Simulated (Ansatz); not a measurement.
```tsv
atom	x (Å)	y (Å)	z (Å)
C	-1.1371	0.9678	-0.4803
Si	0.1049	-0.2510	0.2348
N	1.5680	0.5679	0.7008
S	0.5301	-1.7824	-1.2697
H	-2.0863	0.4606	-0.7477
H	-1.3624	1.7618	0.2606
H	-0.7370	1.4442	-1.3983
H	-0.4248	-0.8846	1.4930
H	2.1855	0.0951	1.3662
H	2.1273	1.0210	-0.0280
H	-0.7697	-1.9290	-1.6546
```

Level of theory: Ansatz, RKS PBE-D4/def2-SVP.

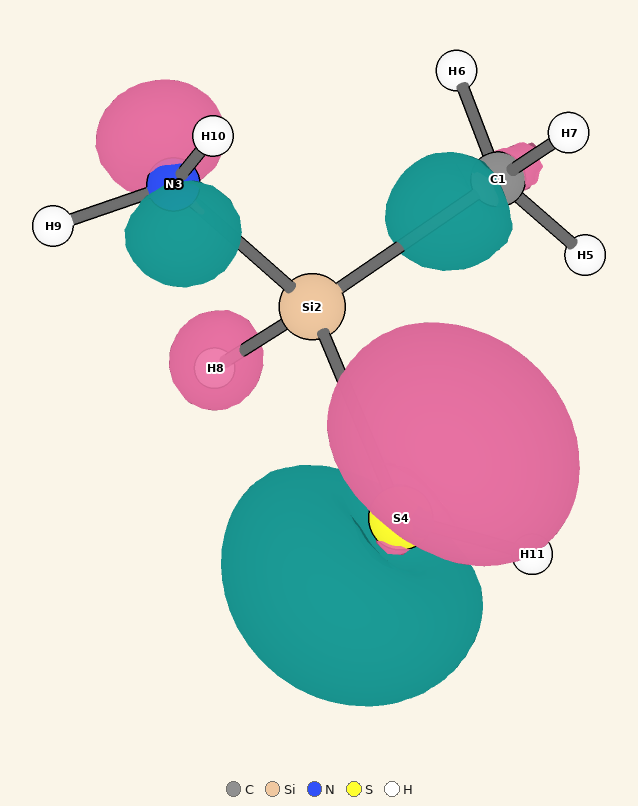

CH7NSSi (SMILES C[SiH](N)S). The HOMO at ±0.15 Å⁻³ᐟ² (teal and pink are the two phases), seen at a tilt.

What is the character of this orbital?

Answer. It lies mainly on S4 (about 70 %) and N3 (about 5 %); largely a lone pair of S4. Its energy is −5.60 eV.
